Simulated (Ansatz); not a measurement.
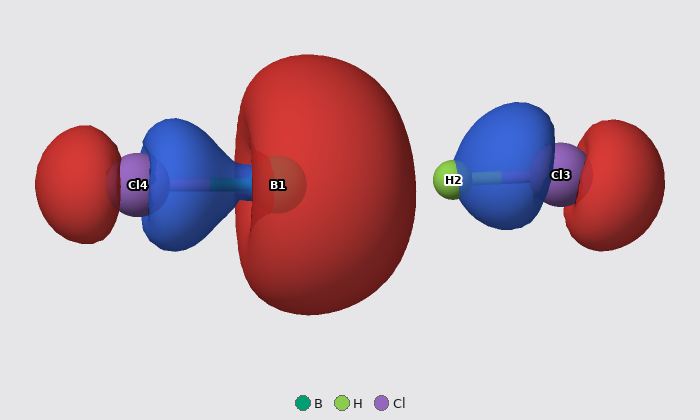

*BCl···HCl. One frontier orbital at ±0.1 Å⁻³ᐟ² (red and blue are the two phases), seen from one side.*

Theory: RKS PBE0/def2-SVP (Ansatz).

Input file:

```
crystal:
  periodic: [false, false, false]
  atoms:
    - { symbol: B, position_ang: [-0.933214, 0.0, 0.266307] }
    - { symbol: H, position_ang: [1.213263, 0.0, 1.309] }
    - { symbol: Cl, position_ang: [2.136425, 0.0, 0.346569] }
    - { symbol: Cl, position_ang: [-1.460474, 0.0, -1.369876] }
basis:
  gaussian: { orbitals: def2-SVP }
hamiltonian:
  xc: pbe0
relax:
  f_tol: 0.03
  max_steps: 50
output:
  orbitals: {}
```

Command:

```sh
ansatz run input.yaml --threads 1 --pin off --max-ram 2048MiB --backend cpu --events-out ev --progress --plain --runs-dir out
```

The fields are those of the relaxed geometry.

Question: Which orbital is it: HOMO or LUMO?

Answer: The HOMO, at −8.02 eV. It lies mainly on B1 (about 70 %), Cl4 (about 10 %) and Cl3 (about 10 %); it is of σ type.
